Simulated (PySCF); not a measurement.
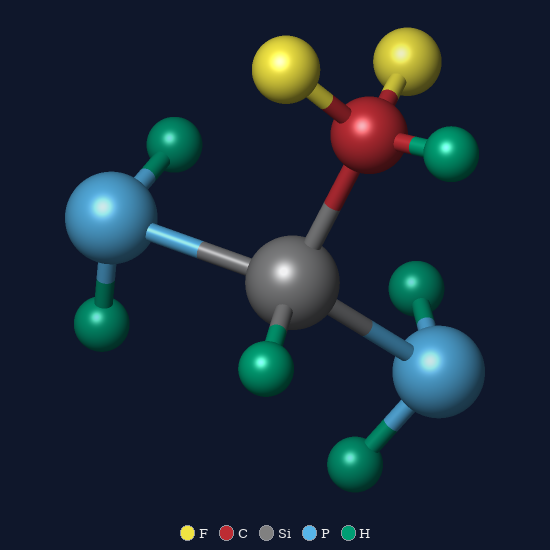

Rendered structure (ball-and-stick style).

Computed geometry: PBE0-D3(BJ)/def2-SVP optimisation. No frequency run is at hand to confirm it as a minimum.

What does the picture show?

It has 12 atoms: 1 carbon, 6 hydrogen, 2 fluorine, 2 phosphorus and 1 silicon (CH6F2P2Si). SMILES: `FC(F)[SiH](P)P`. It has no ring. Among its groups: C–F bond, Si–H bond. This geometry has C1 symmetry. Coordination: 1 C tetrahedral; 1 Si tetrahedral; 2 P trigonal pyramidal.

The parts below concern this one geometry. Atoms keep their numbers from picture to picture.

**Geometry**

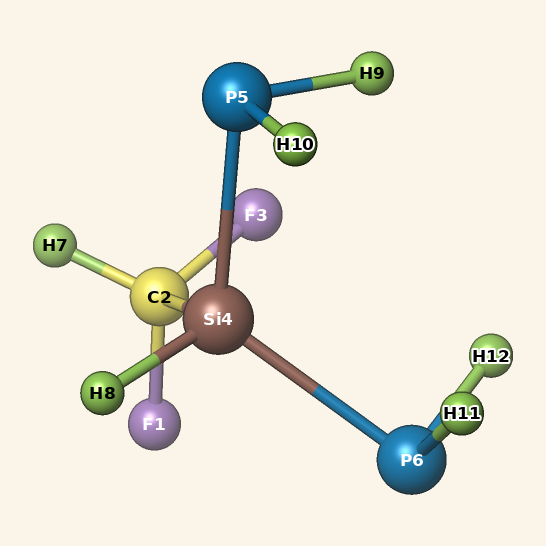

C2 lies behind Si4. The molecule seen a little off the Si4–C2 bond, Si4 in front. Depth is shown by fading: the farther an atom, the more it takes the colour of the background. No frequency run is at hand to confirm it as a minimum.

**What is the torsion angle P5–Si4–C2–F1? The sign is positive where the front bond must turn clockwise to cover the back bond.**

176°, antiperiplanar (anti). The bonds about Si4–C2 are staggered.

**NMR shielding**

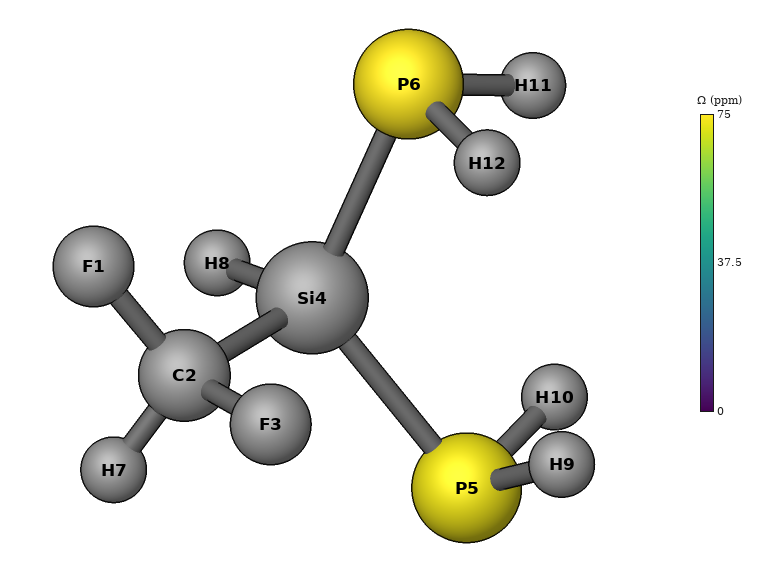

The P atoms are coloured by the span of their shielding tensor. No frequency run is at hand to confirm it as a minimum. Method: GIAO PBE0/cc-pVDZ NMR shielding, non-relativistic, gas phase (PySCF 2.14.0). Principal shieldings σ11 ≤ σ22 ≤ σ33, span Ω = σ33 − σ11, skew κ = 3(σiso − σ22)/Ω.

Give the shielding tensors of the P atoms.

```tsv
atom	σ11	σ22	σ33	σiso	Ω	κ
P5	564.9	615.7	638.2	606.3	73.3	−0.38
P6	575.3	617.5	650.3	614.3	75.0	−0.12
```

Shieldings and span in ppm.

**Dipole moment**

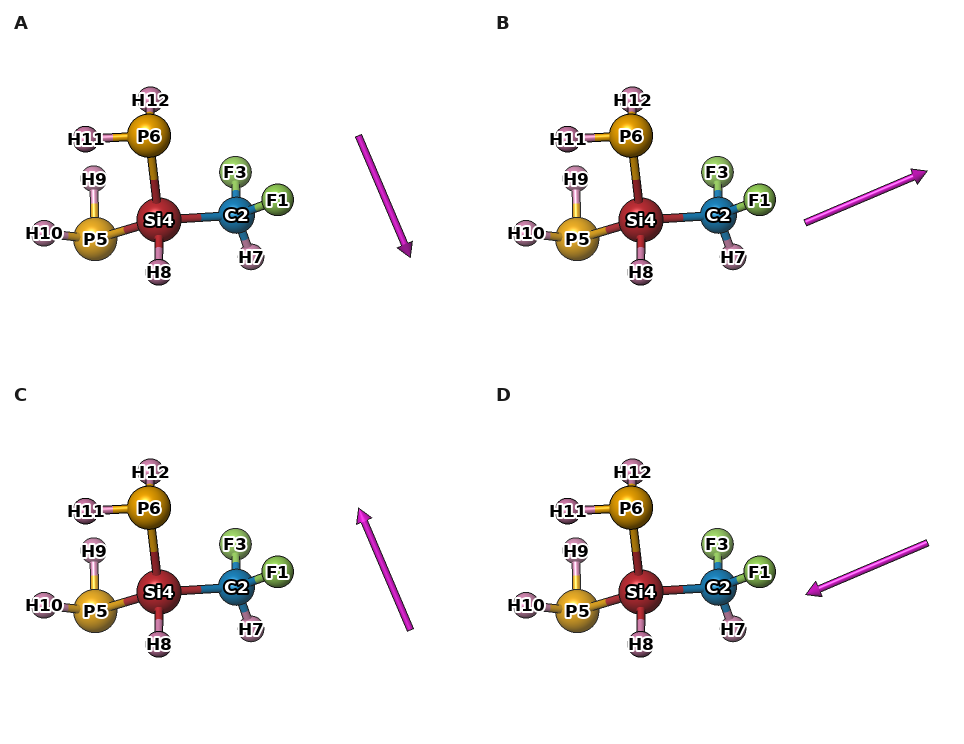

The same molecule four times, each with an arrow. No frequency run is at hand to confirm it as a minimum. Method: PBE0/cc-pVTZ, gas phase (PySCF 2.14.0).

**Which arrow points along the dipole moment, from the negative to the positive end?**

D. The dipole moment is 1.77 D; it points from the side of F1 to the side of H10 (the outermost atoms at the two ends).

**Bond orders**

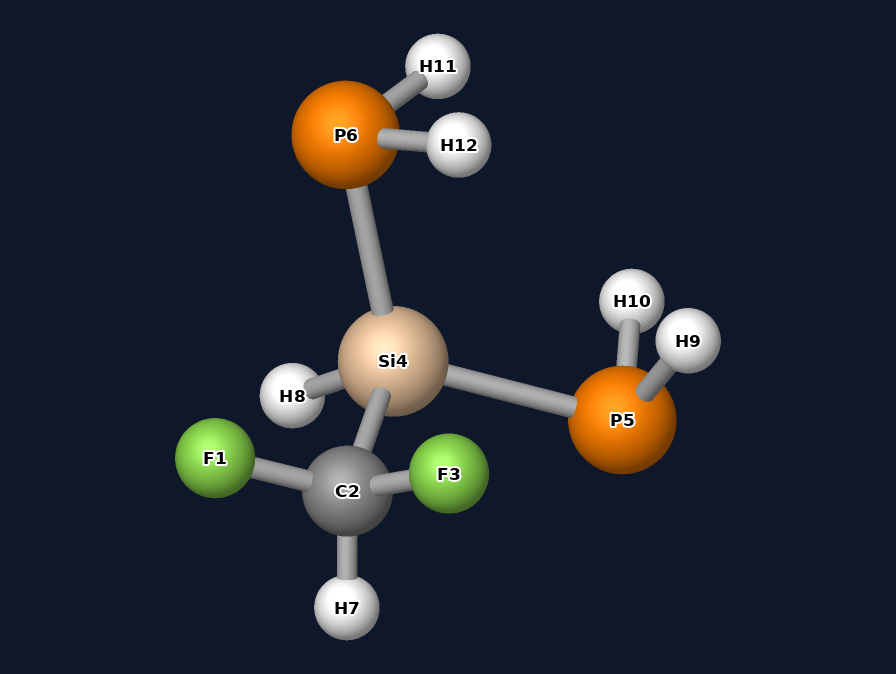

The thickness of each stick grows with its Mayer bond order. No frequency run is at hand to confirm it as a minimum. Method: PBE0/def2-SVP (PySCF 2.14.0).

List the Mayer bond orders of F1–C2, C2–F3, C2–Si4, C2–H7, Si4–P5, Si4–P6, Si4–H8, P5–H9, P5–H10, P6–H11, P6–H12.

```tsv
bond	Mayer order	length (Å)
F1–C2	1.00	1.357
C2–F3	0.98	1.363
C2–Si4	0.89	1.929
C2–H7	0.93	1.106
Si4–P5	1.02	2.265
Si4–P6	1.03	2.262
Si4–H8	0.95	1.494
P5–H9	0.94	1.428
P5–H10	0.94	1.429
P6–H11	0.94	1.430
P6–H12	0.93	1.430
```

**Charges**

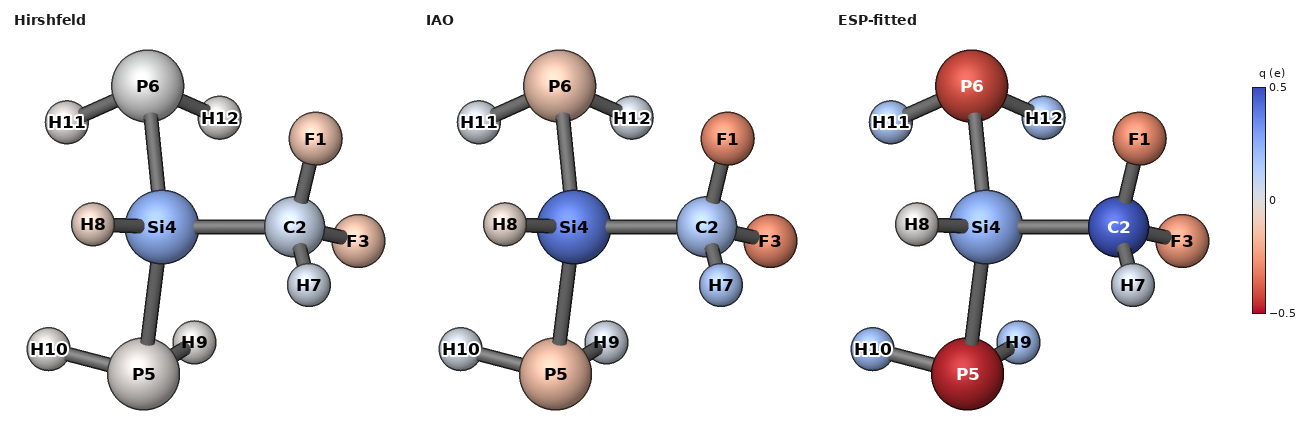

Atomic charges of one calculation by 3 schemes, on one colour scale. No frequency run is at hand to confirm it as a minimum. Computed with PBE0/pcSseg-0 (PySCF 2.14.0).

**Which scheme gives the most polar picture (largest mean size of the charges)?**

The ESP-fitted charges are the largest in size here, and the Hirshfeld charges the smallest.

**On which atom do the schemes disagree most?**

On P5 (from −0.47 to −0.01 e).

List the charges (e), one line for each set of equivalent atoms.

```tsv
atom	Hirshfeld	IAO	ESP-fitted
F1	−0.11	−0.26	−0.27
C2	0.06	0.16	0.46
F3	−0.12	−0.28	−0.24
Si4	0.22	0.38	0.23
P5	−0.01	−0.13	−0.47
P6	0.00	−0.11	−0.41
H7	0.04	0.16	0.04
H8	−0.06	−0.04	−0.01
H9	−0.01	0.04	0.16
H10	−0.01	0.03	0.19
H11	−0.01	0.03	0.16
H12	−0.01	0.04	0.16
```
